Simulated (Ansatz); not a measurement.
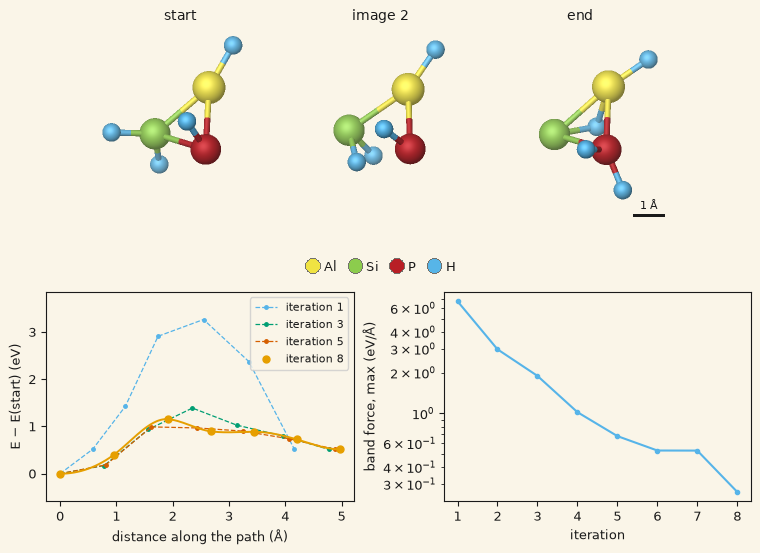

NEB run on AlSiPH₄. Images are numbered from 0 (start) to 6 (end). The plot follows the band through its iterations. Style: ball-and-stick. Shown from a free direction.

Computed with UKS B3LYP-D4/def2-SVP (Ansatz 0.2.0). Settings: 5 movable images; climbing image; force threshold 0.5 eV/Å; iteration limit 60; starting path through a guess of the saddle point.

> How did the profile develop, and is the result final?

The run met only a loose threshold, so the barrier can't be trusted yet. The band converged in 8 iterations. The largest component of the band force went from 6.7 to 0.26 eV/Å. The climbing image converged on the top of the path. Its curvatures weren't checked. The force threshold is so loose that the height of the top is at best an upper bound. The first iteration put the highest image at 3.27 eV. The energy climbs by 1.15 eV to image 2 and then falls by 0.64 eV, so the end point sits at +0.52 eV.
